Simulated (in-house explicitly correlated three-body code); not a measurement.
Two electrons around a point charge Z = 3, with all interactions Yukawa-screened by 0.006 bohr⁻¹. Computed variationally in 260 exponentially correlated functions with an in-house code, non-relativistic, converged to about 10⁻⁷ hartree. Wanted, and plotted below: the bound S and P states that converged, by term and principal number n, on a logarithmic scale of binding.

The ground state is bound by 75.3 eV. The n = 2 states drawn run, from the deepest, 2 ³S (16.3 eV), 2 ¹S (14.4 eV), 2 ³P (14.0 eV), 2 ¹P (13.1 eV). Exchange puts 2 ³S below 2 ¹S by 1.90 eV and 2 ³P below 2 ¹P by 0.935 eV.

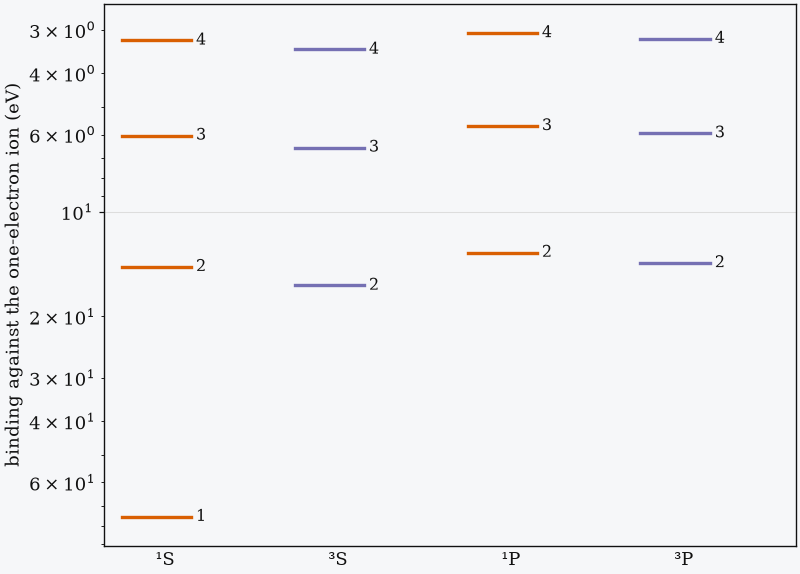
